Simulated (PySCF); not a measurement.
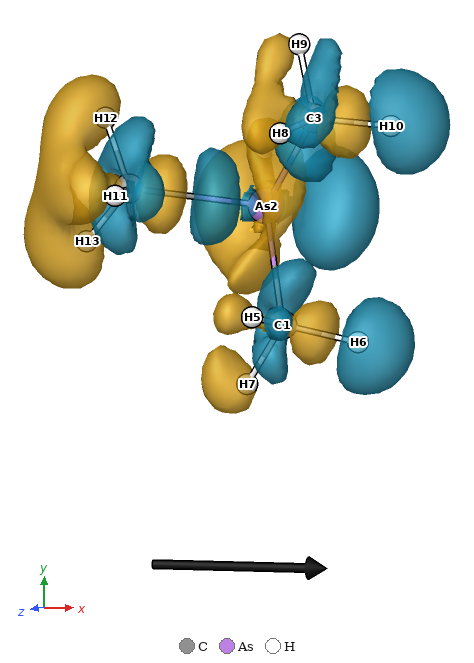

*C3H9As, SMILES `C[As](C)C`. Change of the electron density in a uniform field of 0.21 V/Å along +x (arrow), surfaces at ±0.002 e/Å³ (yellow: gain, teal: loss).*

Method: ωB97X/def2-TZVP; geometry: GFN2-xTB; program: PySCF. No frequency check shows the geometry to be a minimum. A basis without diffuse functions makes polarisabilities too small. GFN2-xTB bond lengths at metals and heavier atoms can be off by up to 0.1 Å and shapes distorted, which carries into these values.

Question: How large is the response?

Answer: The induced dipole is 0.73 D (along the field); α along this axis, from the fields in both directions, is 72 bohr³ (10.7 Å³).

Question: Which atoms gain and lose the most charge?

Answer: Electrons gather most on H13 (Hirshfeld charge changes by −0.008 e) and leave H10 most (+0.009 e); 0.067 electrons are displaced in all.
